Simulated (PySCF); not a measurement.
```yaml
atoms:
  - { symbol: Sn, position_ang: [-0.0109, 0.0104, -1.0007] }
  - { symbol: C, position_ang: [-0.0059, -0.0065, 1.1918] }
  - { symbol: C, position_ang: [-1.4419, 0.1389, 1.6873] }
  - { symbol: C, position_ang: [0.8436, 1.1581, 1.6915] }
  - { symbol: C, position_ang: [0.5838, -1.3307, 1.6682] }
  - { symbol: H, position_ang: [-1.4736, 0.1329, 2.7938] }
  - { symbol: H, position_ang: [-1.9002, 1.0844, 1.3544] }
  - { symbol: H, position_ang: [-2.0850, -0.6867, 1.3407] }
  - { symbol: H, position_ang: [0.4486, 2.1318, 1.3577] }
  - { symbol: H, position_ang: [1.8886, 1.0843, 1.3496] }
  - { symbol: H, position_ang: [0.8627, 1.1783, 2.7982] }
  - { symbol: H, position_ang: [1.6205, -1.4713, 1.3204] }
  - { symbol: H, position_ang: [-0.0065, -2.1950, 1.3226] }
  - { symbol: H, position_ang: [0.6045, -1.3720, 2.7742] }
  - { symbol: C, position_ang: [2.0283, -0.0073, -1.7078] }
  - { symbol: H, position_ang: [2.0560, -0.0896, -2.8042] }
  - { symbol: H, position_ang: [2.5711, -0.8635, -1.2808] }
  - { symbol: H, position_ang: [2.5463, 0.9173, -1.4144] }
  - { symbol: C, position_ang: [-1.0127, 1.7897, -1.7016] }
  - { symbol: H, position_ang: [-0.5719, 2.6832, -1.2354] }
  - { symbol: H, position_ang: [-2.0825, 1.7546, -1.4494] }
  - { symbol: H, position_ang: [-0.9132, 1.8815, -2.7929] }
  - { symbol: C, position_ang: [-1.0367, -1.7453, -1.7256] }
  - { symbol: H, position_ang: [-2.0551, -1.7959, -1.3134] }
  - { symbol: H, position_ang: [-0.4929, -2.6545, -1.4311] }
  - { symbol: H, position_ang: [-1.1066, -1.7210, -2.8231] }
```

Geometry: PBE0-D3(BJ)/def2-SVP; core potentials replace the inner electrons of Sn.

The calculation used PySCF, B3LYP/def2-SVPD, SCF density, gas phase, scalar-relativistic core potentials on the heavy atoms.

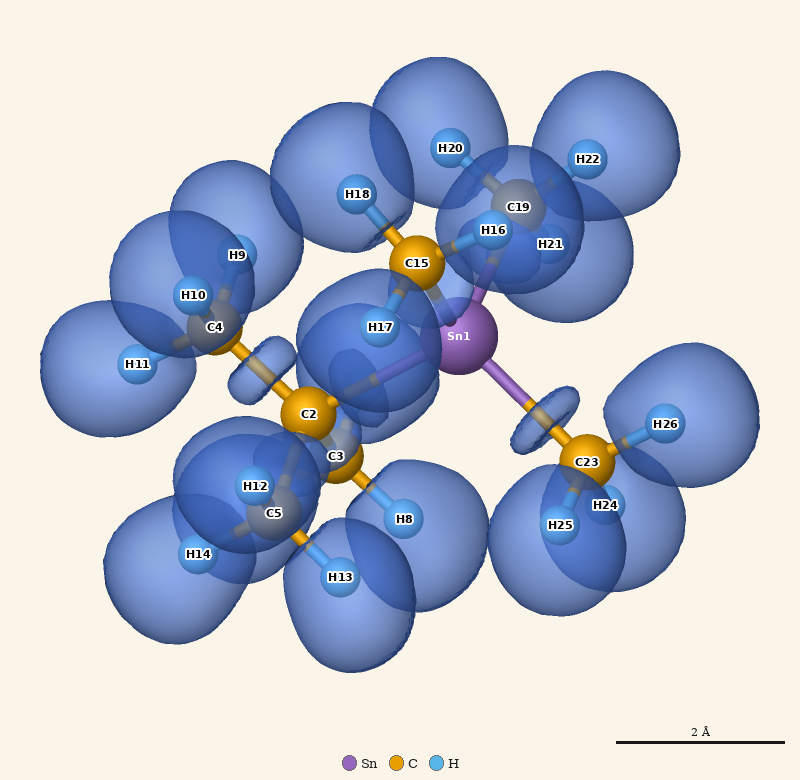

C₇H₁₈Sn (Sn(tBu)Me3). Isosurface of the ELF at 0.8 (blue), seen at an oblique angle. Core shells and regions of very low density are left out.

Identify the bonds, lone pairs and shells in this picture.

Answer. The ELF exceeds this value in three regions between bonded C–C atoms (shared pairs), 18 regions around hydrogen nuclei and four lobes of the valence shell of C pointing towards Sn (polar bonds). Profiles from the grid: C–C (1.53 Å): the ELF peaks at about 0.95 between the atoms, as expected for localised, covalent bonding. C–Sn (2.16 Å): the ELF peaks at about 0.90 in the valence shell of C, 0.7 Å from its nucleus, and drops to about 0.15 between the two atoms.
